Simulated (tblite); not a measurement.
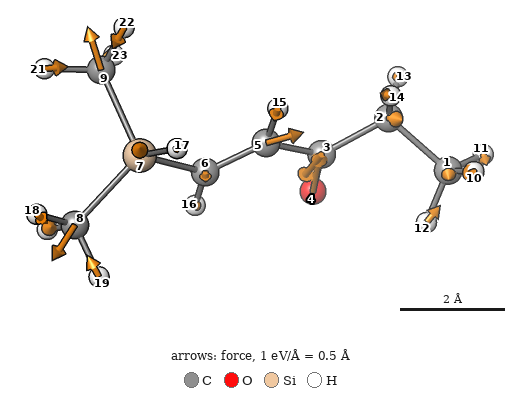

Starting geometry of C$_{7}$H$_{14}$OSi with the computed forces as orange arrows. The picture is a ball-and-stick view, seen at a tilt.

Method: GFN2-xTB geometry optimisation, gas phase (tblite). 

> What follows when this structure is relaxed?

It isn't relaxed: the largest force vector, on the O atom, is 2.81 eV/Å. The final displacements have little in common with the starting forces (cosine between the two patterns 0.16). After 172 geometry steps the energy has fallen by 15.6 kcal/mol. The atom that moves furthest after the best rigid fit is an H atom (1.92 Å). By element the largest moves are H 1.92 Å, O 1.00 Å, C 0.63 Å, Si 0.22 Å. Near-neighbour distances that change, for instance: C–Si 1.823 → 1.891 Å, C–Si 1.851 → 1.899 Å, C–O 1.255 → 1.211 Å, C–H 1.128 → 1.086 Å. Among the angles between lasting bonds that change: C–C–Si 117.9° → 125.1°, C–C–H 105.4° → 110.7°, C–C–H 120.7° → 115.7°. Groups turn about C–C by about 60°, C–C by about 50°, C–Si by about 45°.
